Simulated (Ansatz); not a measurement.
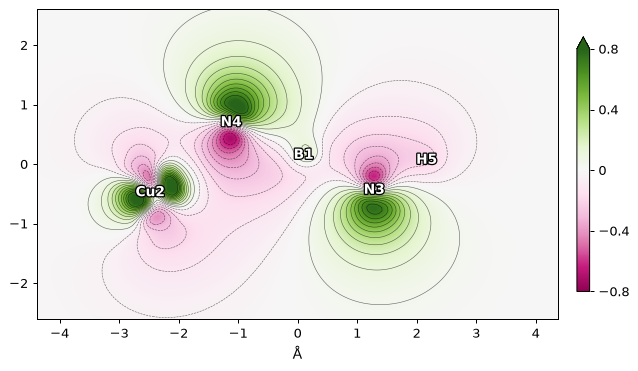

Figure. BCuHN2 (doublet). The HOMO (β) on the molecular plane (values in Å⁻³ᐟ²; the overall sign is arbitrary).

Geometry: PBE0-D3(BJ)/def2-SVP.

These are results of isolated molecule in a Gaussian basis; Kohn-Sham density functional theory, functional PBE0 in Ansatz, not measurements.

Input file:

```
crystal:
  periodic: [false, false, false]
  atoms:
    - {symbol: B, position_ang: [-2.895871, 1.887523, 1.093617]}
    - {symbol: Cu, position_ang: [-0.412155, 2.187994, 1.987697]}
    - {symbol: N, position_ang: [-3.688131, 0.948156, 0.600772]}
    - {symbol: "N", position_ang: [-2.058280, 2.800107, 1.594974]}
    - {symbol: H, position_ang: [-4.650562, 1.110121, 0.323252]}
basis:
  gaussian:
    orbitals: def2-TZVPD
output: {forces: true, orbitals: {seedname: orbitals}}
magnetization:
  spin_polarized: true
  initial_magnetization: 1
hamiltonian:
  xc: pbe0
total_charge: 0
```

Run with:

```sh
ansatz run input.yaml --threads 1 --pin off --max-ram 2610MiB --events-out events.jsonl --progress --plain --runs-dir runs
```

Question: Where does this orbital lie, and at what energy?

Answer: It lies mainly on N4 (about 35 %), Cu2 (about 30 %), N3 (about 25 %) and B1 (about 10 %); it is symmetric in the molecular plane (an in-plane orbital: σ, lone-pair or in-plane π type). Its energy is −6.87 eV.
